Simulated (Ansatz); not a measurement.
Base system: BN in the wurtzite structure (space group P6_3mc, No. 186; a = 2.523 Å, c = 4.175 Å). Axes: x lies along a and z along c of the hexagonal cell.

The change: biaxial strain +2.40 %, plane normal [001], relaxed out of plane (Cartesian); in-plane vectors clamped, the third vector and the atoms free.

Level of theory: Ansatz (an electronic-structure program), LDA, PAW, cutoff 420 eV, scalar-relativistic without spin-orbit coupling.

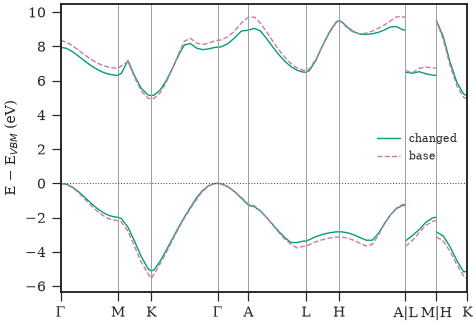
*Highest valence and lowest conduction band along the path, each from its own valence-band maximum*

The gap is 5.12 eV, indirect, Γ → K; the base has 4.93 eV.

No phonon test of stability was made.
